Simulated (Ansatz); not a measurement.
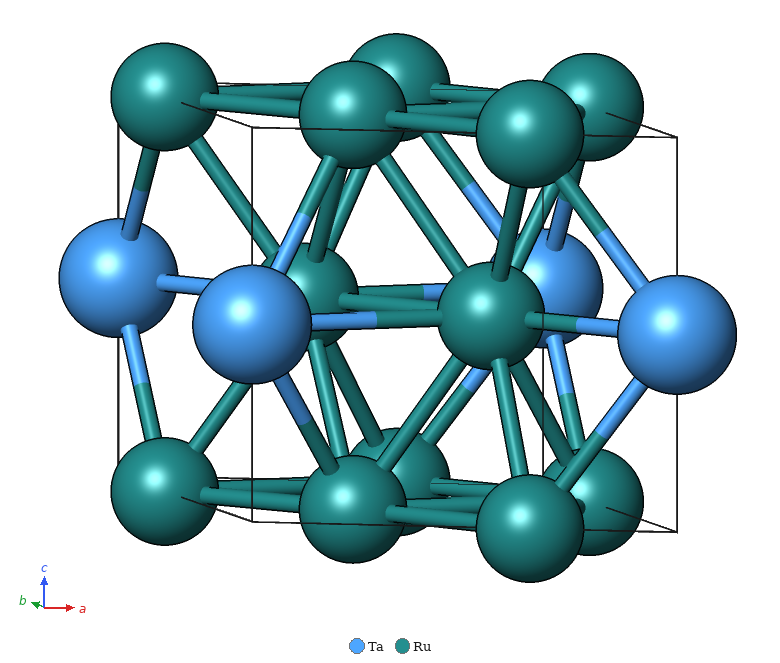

Ball-and-stick drawing of the structure, looking slightly off an axis. The parallelepiped is the simulation cell.

The run was set up as follows:
```yaml
crystal:
  lattice:
    - [4.7882322403, 0.0, 0.0]
    - [-2.3941161201, 4.1467307593, 0.0]
    - [0.0, 0.0, 4.3748132317]
  atoms:
    - { symbol: Ta, position: [0.0, 0.0, 0.5] }
    - { symbol: Ru, position: [0.0, 0.6537911426, 0.0] }
    - { symbol: Ru, position: [0.6537911426, 0.0, 0.0] }
    - { symbol: Ru, position: [0.3462088574, 0.3462088574, 0.0] }
    - { symbol: Ru, position: [0.3333333333, 0.6666666667, 0.5] }
    - { symbol: Ru, position: [0.6666666667, 0.3333333333, 0.5] }
basis:
  ecutwfc: 420
kpoints:
  mp_grid: { grid: [12, 12, 8] }
  band_path:
    path:
      - [[0.0, 0.0, 0.0], [0.5, 0.0, 0.0], [0.33333333, 0.33333333, 0.0], [0.0, 0.0, 0.0], [0.0, 0.0, 0.5], [0.5, 0.0, 0.5], [0.33333333, 0.33333333, 0.5], [0.0, 0.0, 0.5]]
      - [[0.5, 0.0, 0.5], [0.5, 0.0, 0.0]]
      - [[0.33333333, 0.33333333, 0.5], [0.33333333, 0.33333333, 0.0]]
    npoints: 14
hamiltonian:
  xc: pbe
scf:
  occupations: { method: gaussian, width: 0.1 }
  n_extra_bands: 15
output:
  forces: true
  stress: true
  eigenvalues: true
  populations: true
  dos: { projected: true, de: 0.02, nscf_kmesh: { grid: [15, 15, 10] } }
  bader: true
  write_density: true
  write_potential: true
  elf: true
  volumetric_format: npy
```
Run as:
```sh
ansatz run input.yaml --threads 1 --pin off --max-ram 2560MiB --backend cpu --events-out ev --progress --plain --runs-dir out
```

Run with DFT PBE, scalar-relativistic, plane waves, PAW in Ansatz and these settings: wavefunction cutoff 420 eV, a 12×12×8 k-point grid, Gaussian smearing of 0.1 eV, no spin polarisation.

What net charge does each kind of atom have (Bader)?

Ta +1.26 e; Ru -0.28 to -0.23 e.

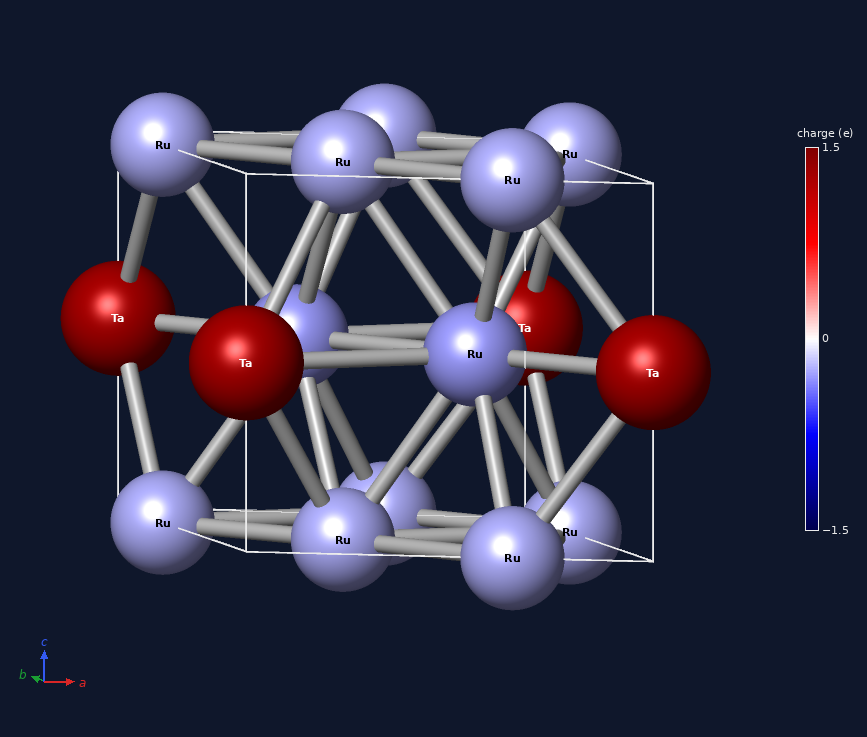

The atoms coloured by those charges.

Starting structure: a structure type filled with these elements by a generator (whether the compound takes this form wasn't checked). Earlier steps of the study may have refined or changed the cell and positions. An electronic-structure calculation with Ansatz was run on it.
